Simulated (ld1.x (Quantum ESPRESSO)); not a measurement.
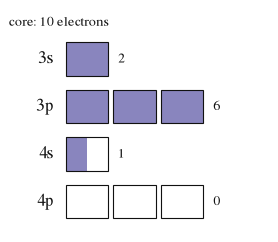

The valence shells of the reference configuration: a box for each of the 2l + 1 orbitals, shaded by the share of the shell that is filled, with the electron count at the right.

# Run report: K, pseudopotential generation (part 1 of 2)

Potassium (K, Z = 19), core [Ne], reference valence 3s2 3p6 4s1 4p0, valence charge 9. Computed at this level: TM potential, LDA (PZ), scalar-relativistic, made with ld1.x (Quantum ESPRESSO) 7.5.

### Key numbers

- outcome: generated
- cutoffs needed: 45 Ry and 70 Ry (the cutoffs, on a coarse ladder, from which the occupation-weighted sum of valence levels, in a spherical-Bessel basis at the reference potential, stays within 10 and 1 mRy of its value at 400 Ry); ghost states and empty shells don't enter this sum
- ghost test: no ghost state below the valence levels in the s, p, d, f channels (spherical-Bessel basis up to 400 Ry, 20 bohr box)
- largest excitation error: -358 meV (all-electron minus pseudo) for 3s2 3p6 4s0 4p0, out of 5 test configurations
- range over which the phases arctan(r u′/u) at the test radius agree within 0.05 rad (a looser test near the poles than one of phase shifts): s: up to about 0.8 Ry; p: up to about 4.2 Ry; d: up to about 4.9 Ry
- hardware: 1 CPU thread, shared host
- wall time: 1.5 s

### Remarks

An excitation error of 358 meV in its own tests makes this a poorly transferable potential.

### Input
```
 &input
   title='K', zed=19., rel=1, dft='PZ', iswitch=3,
   config='[Ar] 3d-2 4s1 4p0',
   nld=3, rlderiv=1.85, eminld=-5.0, emaxld=5.0, deld=0.02
 /
 &inputp
   pseudotype=2, tm=.true., lloc=2,
   nlcc=.true., rcore=1.10,
   file_pseudopw='K.UPF', file_wfcaegen='ae.wfc', file_wfcncgen='nc.wfc', file_beta='beta', file_chi='chi'
 /
3
3S  1  0   2.00   0.00  1.55  1.55  0.0
3P  2  1   6.00   0.00  1.70  1.70  0.0
3D  3  2  -2.00   0.45  1.45  1.45  0.0
 &test
   configts(1)='3s2 3p6 4s1 4p0'
 /
```

### Input of the test run
```
 &input
   title='K', zed=19., rel=1, dft='PZ', iswitch=2,
   config='[Ar] 3d-2 4s1 4p0'
 /
 &test
   file_pseudo='K.UPF', nconf=8,
   configts(1)='3s2 3p6 4s1 4p0',
   configts(2)='3s2 3p6 4s0 4p0',
   configts(3)='3s2 3p6 4s0.5 4p0',
   configts(4)='3s2 3p6 4s0 4p1',
   configts(5)='3s2 3p5 4s1 4p0',
   configts(6)='3s1 3p6 4s1 4p0',
   configts(7)='3s2 3p6 4s1 4p0', lsdts(7)=1,
   configts(8)='3s2 3p6 4s0.5 4p0', lsdts(8)=1
 /
```

Run as:
```bash
ld1.x < K.in > K.out
```

### The program's output
```
     Program LD1 v.7.5
     --------------------------- All-electron run ----------------------------

     K
     scalar relativistic calculation

     atomic number is 19.00
     dft =PZ   lsd =0 sic =0 latt =0  beta=0.20 tr2=1.0E-14
     Exchange-correlation= PZ
                           (   1   1   0   0   0   0   0)
     mesh =1165 r(mesh) = 100.03909 a.u. xmin = -7.00 dx = 0.01250
     1 Ry =  13.60569312 eV, c = 137.03599908

     n l     nl                  e(Ry)          e(Ha)          e(eV)
     1 0     1S 1( 2.00)      -258.0945      -129.0473     -3511.5550
     2 0     2S 1( 2.00)       -25.8907       -12.9453      -352.2609
     2 1     2P 1( 6.00)       -20.5819       -10.2910      -280.0314
     3 0     3S 1( 2.00)        -2.5854        -1.2927       -35.1757
     3 1     3P 1( 6.00)        -1.3843        -0.6922       -18.8346
     4 0     4S 1( 1.00)        -0.1786        -0.0893        -2.4303
     4 1     4P 1( 0.00)        -0.0616        -0.0308        -0.8384

     final scf error:  3.0E-15 reached in  26 iterations

     Etot =   -1201.112382 Ry,    -600.556191 Ha,  -16341.966482 eV

     Ekin =    1207.501732 Ry,     603.750866 Ha,   16428.898011 eV
     Encl =   -2861.553966 Ry,   -1430.776983 Ha,  -38933.425122 eV
     Eh   =     516.499504 Ry,     258.249752 Ha,    7027.333755 eV
     Exc  =     -63.559652 Ry,     -31.779826 Ha,    -864.773126 eV

     normalization and overlap integrals

     s(1S/1S) =  1.000000  <r> =   0.0812  <r2> =    0.0089  r(max) =   0.0533
     s(2S/2S) =  1.000000  <r> =   0.3890  <r2> =    0.1795  r(max) =   0.3184
     s(2P/2P) =  1.000000  <r> =   0.3512  <r2> =    0.1530  r(max) =   0.2640
     s(3S/3S) =  1.000000  <r> =   1.2706  <r2> =    1.8735  r(max) =   1.0704
     s(3P/3P) =  1.000000  <r> =   1.4380  <r2> =    2.4663  r(max) =   1.1538
     s(4S/4S) =  1.000000  <r> =   4.8989  <r2> =   27.7688  r(max) =   4.0272
     s(4P/4P) =  1.000000  <r> =   6.9411  <r2> =   56.0656  r(max) =   5.7148

     ------------------------ End of All-electron run ------------------------

     --------------------- Generating NC pseudopotential ---------------------

      Generating local pot.: lloc=2, matching radius rcloc =   1.4500

      Computing core charge for nlcc:

       r > 1.11 : true rho core
       r < 1.11 : rho core = a sin(br)/r    a=   0.37  b=   2.53

      Integrated core pseudo-charge :   1.16

      Wfc   3S  rcut= 1.538  Using Troullier-Martins method

      Wfc   3P  rcut= 1.700  Using Troullier-Martins method

     ------------------- End of pseudopotential generation -------------------

     --------------------------- All-electron run ----------------------------

     K
     scalar relativistic calculation

     atomic number is 19.00
     dft =PZ   lsd =0 sic =0 latt =0  beta=0.20 tr2=1.0E-14
     Exchange-correlation= PZ
                           (   1   1   0   0   0   0   0)
     mesh =1165 r(mesh) = 100.03909 a.u. xmin = -7.00 dx = 0.01250
     1 Ry =  13.60569312 eV, c = 137.03599908

     n l     nl                  e(Ry)          e(Ha)          e(eV)
     1 0     1S 1( 2.00)      -258.0945      -129.0473     -3511.5550
     2 0     2S 1( 2.00)       -25.8907       -12.9453      -352.2609
     2 1     2P 1( 6.00)       -20.5819       -10.2910      -280.0314
     3 0     3S 1( 2.00)        -2.5854        -1.2927       -35.1757
     3 1     3P 1( 6.00)        -1.3843        -0.6922       -18.8346
     4 0     4S 1( 1.00)        -0.1786        -0.0893        -2.4303
     4 1     4P 1( 0.00)        -0.0616        -0.0308        -0.8384

     final scf error:  3.0E-15 reached in  26 iterations

     Etot =   -1201.112382 Ry,    -600.556191 Ha,  -16341.966482 eV

     Ekin =    1207.501732 Ry,     603.750866 Ha,   16428.898011 eV
     Encl =   -2861.553966 Ry,   -1430.776983 Ha,  -38933.425122 eV
     Eh   =     516.499504 Ry,     258.249752 Ha,    7027.333755 eV
     Exc  =     -63.559652 Ry,     -31.779826 Ha,    -864.773126 eV

     normalization and overlap integrals

     s(1S/1S) =  1.000000  <r> =   0.0812  <r2> =    0.0089  r(max) =   0.0533
     s(2S/2S) =  1.000000  <r> =   0.3890  <r2> =    0.1795  r(max) =   0.3184
     s(2P/2P) =  1.000000  <r> =   0.3512  <r2> =    0.1530  r(max) =   0.2640
     s(3S/3S) =  1.000000  <r> =   1.2706  <r2> =    1.8735  r(max) =   1.0704
     s(3P/3P) =  1.000000  <r> =   1.4380  <r2> =    2.4663  r(max) =   1.1538
     s(4S/4S) =  1.000000  <r> =   4.8989  <r2> =   27.7688  r(max) =   4.0272
     s(4P/4P) =  1.000000  <r> =   6.9411  <r2> =   56.0656  r(max) =   5.7148

     ------------------------ End of All-electron run ------------------------

     Computing logarithmic derivative in   1.84380
     Computing logarithmic derivative in   1.84380
     Computing the partial wave expansion
     R is outside the sphere for l=    0 j= 0.00
     R is outside the sphere for l=    1 j= 0.00
       no projector for channel:   2

     ---------------------- Testing the pseudopotential ----------------------

     K
     scalar relativistic calculation

     atomic number is 19.00   valence charge is  9.00
     dft =PZ   lsd =0 sic =0 latt =0  beta=0.20 tr2=1.0E-14
     mesh =1165 r(mesh) = 100.03909 xmin = -7.00 dx = 0.01250

     n l     nl             e AE (Ry)        e PS (Ry)    De AE-PS (Ry)
     1 0     3S   1( 2.00)       -2.58536       -2.58537        0.00001
     2 1     3P   1( 6.00)       -1.38432       -1.38432        0.00001
     2 0     4S   1( 1.00)       -0.17862       -0.18324        0.00462
     3 1     4P   1( 0.00)       -0.06162       -0.06168        0.00005

     eps = 1.4E-15  iter = 10

     Etot =   -1201.112382 Ry,    -600.556191 Ha,  -16341.966482 eV
     Etotps =   -57.079047 Ry,     -28.539523 Ha,    -776.599990 eV

     Ekin =      19.863891 Ry,       9.931946 Ha,     270.262006 eV
     Encl =    -128.756217 Ry,     -64.378109 Ha,   -1751.817580 eV
     Ehrt =      45.551765 Ry,      22.775882 Ha,     619.763331 eV
     Ecxc =      -8.884927 Ry,      -4.442464 Ha,    -120.885595 eV
     (Ecc =      -0.270519 Ry,      -0.135260 Ha,      -3.680605 eV)
     Epseu=      15.146442 Ry,       7.573221 Ha,     206.077848 eV

     ---------------------- End of pseudopotential test ----------------------
```

### Output of the test run (extracts)
```
     ---------------------- Testing the pseudopotential ----------------------

     K
     scalar relativistic calculation

     atomic number is 19.00   valence charge is  9.00
     dft =PZ   lsd =0 sic =0 latt =0  beta=0.20 tr2=1.0E-14
     mesh =1165 r(mesh) = 100.03909 xmin = -7.00 dx = 0.01250

     n l     nl             e AE (Ry)        e PS (Ry)    De AE-PS (Ry)
     1 0     3S   1( 2.00)       -2.58536       -2.58537        0.00001
     2 1     3P   1( 6.00)       -1.38432       -1.38432        0.00001
     2 0     4S   1( 1.00)       -0.17862       -0.18324        0.00462
     3 1     4P   1( 0.00)       -0.06162       -0.06168        0.00005

     eps = 1.4E-15  iter = 10

     Etot =   -1201.112382 Ry,    -600.556191 Ha,  -16341.966482 eV
     Etotps =   -57.079046 Ry,     -28.539523 Ha,    -776.599990 eV

     Ekin =      19.863891 Ry,       9.931946 Ha,     270.262006 eV
     Encl =    -128.756217 Ry,     -64.378109 Ha,   -1751.817580 eV
     Ehrt =      45.551765 Ry,      22.775882 Ha,     619.763331 eV
     Ecxc =      -8.884927 Ry,      -4.442464 Ha,    -120.885595 eV
     (Ecc =      -0.270519 Ry,      -0.135260 Ha,      -3.680605 eV)
     Epseu=      15.146442 Ry,       7.573221 Ha,     206.077848 eV

     ---------------------- End of pseudopotential test ----------------------

     ---------------------- Testing the pseudopotential ----------------------

     K
     scalar relativistic calculation

     atomic number is 19.00   valence charge is  9.00
     dft =PZ   lsd =0 sic =0 latt =0  beta=0.20 tr2=1.0E-14
     mesh =1165 r(mesh) = 100.03909 xmin = -7.00 dx = 0.01250

     n l     nl             e AE (Ry)        e PS (Ry)    De AE-PS (Ry)
     1 0     3S   1( 2.00)       -3.03963       -3.05463        0.01500  !
     2 1     3P   1( 6.00)       -1.83531       -1.85003        0.01473  !
     2 0     4S   1( 0.00)       -0.45027       -0.52782        0.07755  !
     3 1     4P   1( 0.00)       -0.26759       -0.14060       -0.12699  !

     eps = 7.2E-15  iter = 11

     Etot =   -1200.788503 Ry,    -600.394251 Ha,  -16337.559875 eV
     Etotps =   -56.728844 Ry,     -28.364422 Ha,    -771.835238 eV
     dEtot_ae =       0.323880 Ry
     dEtot_ps =       0.350203 Ry,   Delta E=      -0.026323 Ry

     Ekin =      19.719694 Ry,       9.859847 Ha,     268.300112 eV
     Encl =    -124.418572 Ry,     -62.209286 Ha,   -1692.800904 eV
     Ehrt =      41.607286 Ry,      20.803643 Ha,     566.095959 eV
     Ecxc =      -8.590205 Ry,      -4.295103 Ha,    -116.875697 eV
     (Ecc =      -0.270519 Ry,      -0.135260 Ha,      -3.680605 eV)
     Epseu=      14.952953 Ry,       7.476477 Ha,     203.445292 eV

     ---------------------- End of pseudopotential test ----------------------

     ---------------------- Testing the pseudopotential ----------------------

     K
     scalar relativistic calculation

     atomic number is 19.00   valence charge is  9.00
     dft =PZ   lsd =0 sic =0 latt =0  beta=0.20 tr2=1.0E-14
     mesh =1165 r(mesh) = 100.03909 xmin = -7.00 dx = 0.01250

     n l     nl             e AE (Ry)        e PS (Ry)    De AE-PS (Ry)
     1 0     3S   1( 2.00)       -2.79702       -2.80427        0.00725  !
     2 1     3P   1( 6.00)       -1.59482       -1.60188        0.00707  !
     2 0     4S   1( 0.50)       -0.32557       -0.34753        0.02197  !
     3 1     4P   1( 0.00)       -0.18115       -0.19876        0.01761  !

     eps = 4.3E-15  iter = 12

     Etot =   -1200.986717 Ry,    -600.493358 Ha,  -16340.256716 eV
     Etotps =   -56.947169 Ry,     -28.473584 Ha,    -774.805704 eV
     dEtot_ae =       0.125665 Ry
     dEtot_ps =       0.131878 Ry,   Delta E=      -0.006212 Ry

     Ekin =      19.808321 Ry,       9.904160 Ha,     269.505931 eV
     Encl =    -126.750352 Ry,     -63.375176 Ha,   -1724.526391 eV
     Ehrt =      43.663073 Ry,      21.831537 Ha,     594.066376 eV
     Ecxc =      -8.744087 Ry,      -4.372043 Ha,    -118.969360 eV
     (Ecc =      -0.270519 Ry,      -0.135260 Ha,      -3.680605 eV)
     Epseu=      15.075876 Ry,       7.537938 Ha,     205.117740 eV

     ---------------------- End of pseudopotential test ----------------------

     ---------------------- Testing the pseudopotential ----------------------

     K
     scalar relativistic calculation

     atomic number is 19.00   valence charge is  9.00
     dft =PZ   lsd =0 sic =0 latt =0  beta=0.20 tr2=1.0E-14
     mesh =1165 r(mesh) = 100.03909 xmin = -7.00 dx = 0.01250

     n l     nl             e AE (Ry)        e PS (Ry)    De AE-PS (Ry)
     1 0     3S   1( 2.00)       -2.69592       -2.69643        0.00051
     2 1     3P   1( 6.00)       -1.49305       -1.49329        0.00024
     2 0     4S   1( 0.00)       -0.22728       -0.23634        0.00907  !
     3 1     4P   1( 1.00)       -0.10366       -0.10105       -0.00262

     eps = 7.3E-15  iter = 11

     Etot =   -1200.992548 Ry,    -600.496274 Ha,  -16340.336054 eV
     Etotps =   -56.950846 Ry,     -28.475423 Ha,    -774.855727 eV
     dEtot_ae =       0.119834 Ry
     dEtot_ps =       0.128201 Ry,   Delta E=      -0.008367 Ry

     Ekin =      19.920727 Ry,       9.960364 Ha,     271.035301 eV
     Encl =    -127.646043 Ry,     -63.823021 Ha,   -1736.712883 eV
     Ehrt =      44.613494 Ry,      22.306747 Ha,     606.997511 eV
     Ecxc =      -8.805362 Ry,      -4.402681 Ha,    -119.803051 eV
     (Ecc =      -0.270519 Ry,      -0.135260 Ha,      -3.680605 eV)
     Epseu=      14.966337 Ry,       7.483169 Ha,     203.627395 eV

     ---------------------- End of pseudopotential test ----------------------

     ---------------------- Testing the pseudopotential ----------------------

     K
     scalar relativistic calculation

     atomic number is 19.00   valence charge is  9.00
     dft =PZ   lsd =0 sic =0 latt =0  beta=0.20 tr2=1.0E-14
     mesh =1165 r(mesh) = 100.03909 xmin = -7.00 dx = 0.01250

     n l     nl             e AE (Ry)        e PS (Ry)    De AE-PS (Ry)
     1 0     3S   1( 2.00)       -3.54905       -3.53628       -0.01277  !
     2 1     3P   1( 5.00)       -2.31156       -2.29929       -0.01227  !
     2 0     4S   1( 1.00)       -0.64670       -0.66570        0.01900  !
     3 1     4P   1( 0.00)       -0.43359       -0.43926        0.00567  !

     eps = 3.2E-15  iter = 12

     Etot =   -1199.277672 Ry,    -599.638836 Ha,  -16317.003975 eV
     Etotps =   -55.248309 Ry,     -27.624155 Ha,    -751.691539 eV
     dEtot_ae =       1.834710 Ry
     dEtot_ps =       1.830737 Ry,   Delta E=       0.003973 Ry

     Ekin =      18.699133 Ry,       9.349567 Ha,     254.414668 eV
     Encl =    -119.223401 Ry,     -59.611701 Ha,   -1622.117012 eV
     Ehrt =      37.878968 Ry,      18.939484 Ha,     515.369616 eV
     Ecxc =      -7.984784 Ry,      -3.992392 Ha,    -108.638521 eV
     (Ecc =      -0.270519 Ry,      -0.135260 Ha,      -3.680605 eV)
     Epseu=      15.381775 Ry,       7.690888 Ha,     209.279711 eV

     ---------------------- End of pseudopotential test ----------------------
```

(Continued in part 2.)
